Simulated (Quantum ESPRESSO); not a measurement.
# VSb: energy against a fixed spin moment, part 2 of 2

How stiff is the total moment of VSb, and does E(M) have further minima?

Quantum ESPRESSO 7.5; LDA; plane waves with GBRV 1.5 LDA potentials, no spin-orbit coupling.

So far, absolute magnetization (μB): step 2 (the free run) 2.58; step 4 (moment fixed at 0.353 μB) 0.398.

### Step 5. Moment fixed at 0.707 μB

File pw.py:

```python
from ase import Atoms
from ase.calculators.espresso import Espresso, EspressoProfile

atoms = Atoms(['V', 'V', 'Sb', 'Sb'],
    cell=[[4.14005783, 0.0, 0.0],
         [-2.07002891, 3.58539525, 0.0],
         [0.0, 0.0, 5.590919]],
    scaled_positions=[[0.0, 0.0, 0.0],
         [0.0, 0.0, 0.5],
         [0.66666667, 0.33333333, 0.25],
         [0.33333333, 0.66666667, 0.75]],
    pbc=True,
    magmoms=[0.3535, 0.3535, 0.0, 0.0])
input_data = {
    'control': {'calculation': 'scf', 'prefix': 'pwscf', 'outdir': './tmp', 'disk_io': 'nowf'},
    'system': {'ecutwfc': 40.0, 'ecutrho': 280.0, 'nbnd': 39, 'occupations': 'smearing', 'smearing': 'fd', 'degauss': 0.00999582, 'nspin': 2, 'tot_magnetization': 0.707},
    'electrons': {'conv_thr': 8e-09, 'electron_maxstep': 150, 'mixing_beta': 0.3},
}
atoms.calc = Espresso(
    profile=EspressoProfile(command='mpirun -n 4 pw.x -nk 4', pseudo_dir='pseudo'),
    pseudopotentials={'V': 'v_lda_v1.4.uspp.F.UPF', 'Sb': 'sb_lda_v1.4.uspp.F.UPF'},
    input_data=input_data,
    kpts=(8, 8, 8),
    koffset=(0, 0, 0))
atoms.get_potential_energy()
energy = atoms.calc.results['free_energy']
print(f'free energy: {energy:.6f} eV')
print('site moments (muB):', atoms.get_magnetic_moments().round(3))
```

Launch:

```console
> OMP_NUM_THREADS=1 python3 pw.py > pw.log
```

Log:

```text
     [... lines left out ...]
free energy: -8970.006254 eV
site moments (muB): [ 0.335  0.335 -0.016 -0.016]
--- espresso.pwo ---
Program PWSCF v.7.5 starts
     [... lines left out ...]
     number of atoms/cell      =            4
     [... lines left out ...]
     number of electrons       =        56.00 (up:  28.35, down:  27.65)
     number of Kohn-Sham states=           39
     kinetic-energy cutoff     =      40.0000  Ry
     charge density cutoff     =     280.0000  Ry
     scf convergence threshold =      8.0E-09
     [... lines left out ...]
     24 Sym. Ops., with inversion, found (12 have fractional translation)
     [... lines left out ...]
     number of k points=    50  Fermi-Dirac smearing, width (Ry)=  0.0100
     [... lines left out ...]
     iteration # 13     ecut=    40.00 Ry     beta= 0.30
     [... lines left out ...]
     Magnetic moment per site  (integrated on atomic sphere of radius R)
     atom   1 (R=0.276)  charge= 11.5073  magn=  0.3346
     atom   2 (R=0.276)  charge= 11.5073  magn=  0.3346
     atom   3 (R=0.276)  charge= 12.4962  magn= -0.0159
     atom   4 (R=0.276)  charge= 12.4962  magn= -0.0159
     [... lines left out ...]
     the spin up/dw Fermi energies are    12.6021   12.6790 ev
!    total energy              =    -659.28335719 Ry
     estimated scf accuracy    <          2.1E-09 Ry
     smearing contrib. (-TS)   =      -0.02965352 Ry
     [... lines left out ...]
     total magnetization       =     0.71 Bohr mag/cell
     absolute magnetization    =     0.80 Bohr mag/cell
     convergence has been achieved in  13 iterations
```

Elapsed: 52 s, on 4 MPI ranks of Arm Neoverse V1, shared host; peak memory 0.65 GiB.

This step gave:

* magnetization: 0.707 μB
* absolute magnetization: 0.796 μB
* half the difference of the two Fermi energies: -38.4 meV
* largest moment: 0.3346 μB

### Step 6. E(M)

The runs not shown differ in the target, the start and the number of states alone. The point at 2.33 μB is the free run, entered with slope zero.

The energy over the lowest by total spin moment:

| total spin moment (μB a cell) | energy over the lowest (meV a cell) |
| --- | --- |
| 0.00 | 85.2 |
| 0.35 | 81.6 |
| 0.71 | 71.1 |
| 1.06 | 55.0 |
| 1.41 | 35.6 |
| 1.77 | 16.5 |
| 2.12 | 2.82 |
| 2.33 | 0 |
| 2.47 | 1.41 |
| 2.83 | 19.7 |
| 3.18 | 63.6 |
| 3.53 | 137 |

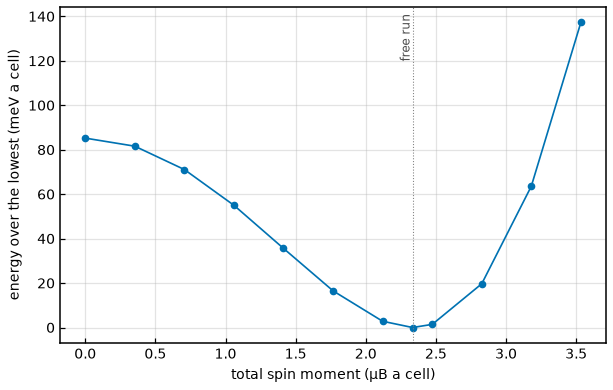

Energy over the lowest, plotted against total spin moment.

dE/dM against total spin moment:

| total spin moment (μB a cell) | dE/dM (meV/μB) |
| --- | --- |
| 0.00 | -0.0106 |
| 0.35 | -20.4 |
| 0.71 | -38.4 |
| 1.06 | -51.5 |
| 1.41 | -56.5 |
| 1.77 | -49.2 |
| 2.12 | -24.9 |
| 2.33 | 0 |
| 2.47 | 20.7 |
| 2.83 | 85.7 |
| 3.18 | 165 |
| 3.53 | 253 |

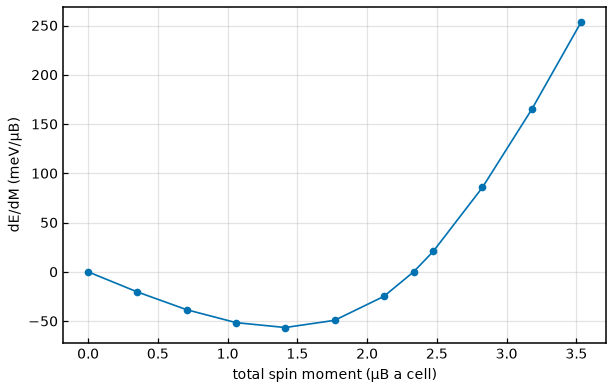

dE/dM, plotted against total spin moment.

Table of largest site moment by total spin moment:

| total spin moment (μB a cell) | largest site moment (μB) |
| --- | --- |
| 0.00 | 9.0e-6 |
| 0.35 | 0.167 |
| 0.71 | 0.335 |
| 1.06 | 0.501 |
| 1.41 | 0.665 |
| 1.77 | 0.829 |
| 2.12 | 0.989 |
| 2.33 | 1.08 |
| 2.47 | 1.15 |
| 2.83 | 1.30 |
| 3.18 | 1.45 |
| 3.53 | 1.59 |

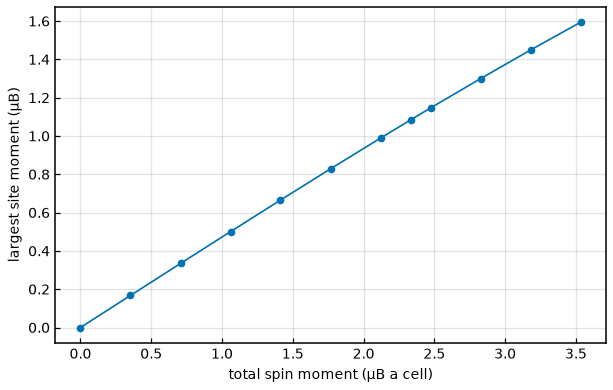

Largest site moment against total spin moment.

### Step 7. Summary of results

```yaml
moment_of_the_free_run: 2.33 μB a cell
energy_at_zero_total_moment: 85.2 meV a cell over the lowest
delta_e_delta_m2_from_the_lowest_point_to_2p83_and_to_2p12_mu_b: 81 and 62 meV/μB²
```

**Reading.** At zero total moment the site moments vanish, so the 85 meV a cell is the energy of forming them. The points show one minimum alone. All runs start parallel; opposed orders may lie lower. Energies are free energies at an electronic temperature of 1580 K, which lowers moments and differences where the moments are itinerant.

[Logs and program files are shortened in this print: banners, set-up blocks, solver, clock and traceback lines can be left out without a mark of their own.]

[Logs are printed without paths, hosts, clocks, repeated set-up lines and the standing remarks that a program may print on its own settings, such as how far it seeks lower states.]

[Hosts, paths, dates, database ids (printed as entryN), source tags and the programs' standing remarks are cut or masked in the printed files.]

[Where a cell is said to come from a database of computed structures, the database is the Materials Project.]
